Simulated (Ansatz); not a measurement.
**The cluster SnBr2−: structure and electronic state**

What does the cluster SnBr2− look like as a doublet, and where do its frontier electrons sit?

Method: UKS PBE0-D4/def2-TZVPD; program: Ansatz 0.2.0, Gaussian basis.

The runs, in order: relaxation at PBE-D4/def2-TZVPD; a search for the lowest solution at PBE0-D4/def2-SVP; a single point at PBE0-D4/def2-TZVPD.

1 further run of the same task is left out (set aside as unsound or not needed). Runs told in other sessions of the task aren't counted.

## Step 1: The starting structure

3 atoms, charge -1, spin multiplicity 2.

Atoms are counted from 1 here; the program's logs count them from 0.

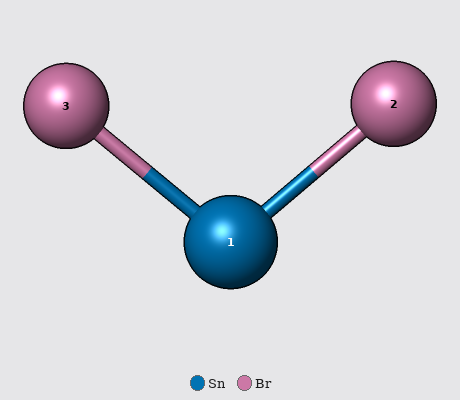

Start geometry, drawn with tin blue, bromine pink; atoms are numbered from 1 in the order of the file.

Sn takes a core potential in the def2 sets. No spin-orbit coupling is included. The ion is computed in the gas phase, without counter-ions or solvent.

The start is a GFN1-xTB geometry.

## Step 2: Relaxation at PBE-D4/def2-TZVPD

in.yaml

```yaml
crystal:
  periodic: [false, false, false]
  atoms:
    - {symbol: Sn, position_ang: [1.044590, 0.399080, -0.127920]}
    - {symbol: Br, position_ang: [-0.115830, -0.644570, 1.986090]}
    - {symbol: Br, position_ang: [-0.928770, 0.245500, -1.858170]}
basis:
  gaussian: {orbitals: def2-TZVPD}
total_charge: -1
magnetization: {spin_polarized: true, initial_magnetization: 1}
hamiltonian: {xc: pbe, dispersion: d4}
scf: {lower_state_search: "off"}
output: {orbitals: {seedname: orbitals}}
relax: {f_tol: 0.02, max_steps: 100}
```

Started as:

```console
ansatz run in.yaml --threads 4 --pin off --events-out ev --progress --plain --max-ram 3916MiB
```

After this run come: Searching for the lowest solution, PBE0-D4/def2-SVP; Single point, PBE0-D4/def2-TZVPD.

**Question.** What will the summary of the whole plan be? Wanted: point group; commonest bond; HOMO, LUMO at PBE0-D4/def2-TZVPD; ⟨S²⟩.

The runs gave:

| quantity | value |
| --- | --- |
| point group | C2v |
| commonest bond | Br–Sn, 2 of mean length 2.693 Å |
| HOMO, LUMO at PBE0-D4/def2-TZVPD (over both spins) | -0.28, 2.38 eV |
| ⟨S²⟩ | 0.754 |

**Reading.** The molecule keeps its bonding pattern by the stored test; the atoms moved 0.04 Å (rms). No usable vibrations, so a minimum isn't proven. Whether this spin is the lowest isn't tested here.

The anion's highest level is positive in at least one run, so there the basis alone may hold the extra electron.
